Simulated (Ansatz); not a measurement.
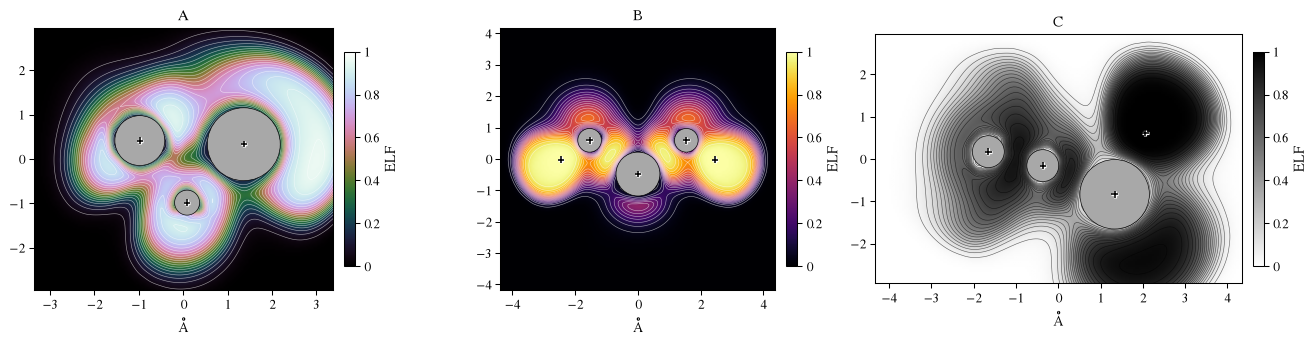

The electron localisation function of 3 systems, each on a plane through atoms (crosses mark nuclei in the plane; grey discs cover the cores).

Level of theory: Ansatz, isolated molecule in a Gaussian basis; Kohn-Sham density functional theory, functional PBE0.

System 1: C2H3Ge (SMILES C=[C]=[GeH-]) (charge −1), the plane of atoms C1, C2 and Ge3. Geometry: B3LYP-D3(BJ)/def2-SVPD.

```xyz
6

C     1.0171    0.0359    0.3539
C    -0.0771    0.4195   -0.2952
Ge   -1.6473    1.0517   -0.9886
H    -1.4093    0.4142   -2.4627
H     1.0859   -0.9192    0.9065
H     1.9466    0.6343    0.3736
```

System 2: GeO2S (SMILES O=[S]1#[Ge][O]1), the plane of atoms Ge1, O3 and S4. Geometry: PBE0-D3(BJ)/pcseg-1.

```yaml
atoms:
  - { symbol: Ge, position_ang: [0.0281, 1.5980, -0.2450] }
  - { symbol: O, position_ang: [-0.2453, -1.3619, 0.7347] }
  - { symbol: O, position_ang: [-0.7602, 0.3050, -1.2788] }
  - { symbol: S, position_ang: [0.4083, -0.7061, -0.4424] }
```

System 3: C3H10Si (SMILES C[SiH](C)C), the plane of atoms Si4, C2 and H9. Geometry: PBE0-D3(BJ)/pcseg-1.

```xyz
14

C     1.0732    0.1349    0.4009
C    -0.4109   -0.5581   -2.2096
C    -1.9919   -0.1854    0.4094
Si   -0.5050    0.3847   -0.5873
H     1.2220   -0.9260    0.6423
H     1.0430    0.6924    1.3458
H     1.9521    0.4770   -0.1604
H    -0.6584    1.8451   -0.8878
H    -1.3192   -0.4113   -2.8080
H    -0.2974   -1.6358   -2.0318
H     0.4435   -0.2264   -2.8133
H    -1.9177   -1.2544    0.6495
H    -2.0715    0.3656    1.3552
H    -2.9258   -0.0311   -0.1462
```

Question: Which map belongs to which system?

Answer: Panel A is system 2, GeO2S: the plane holds Ge, O and S. Ge–O (1.83 Å): the ELF peaks at about 0.85 in the valence shell of O, 0.6 Å from its nucleus, and is about 0.30 at the midpoint. Panel B is system 3, C3H10Si: the plane holds C, Si and H. C–Si (1.88 Å): the ELF peaks at about 0.95 between the atoms: a shared electron pair. Panel C is system 1, C2H3Ge: the plane holds C, Ge and H. C–C (1.33 Å): the ELF peaks at about 0.90 between the atoms: a multiple bond.
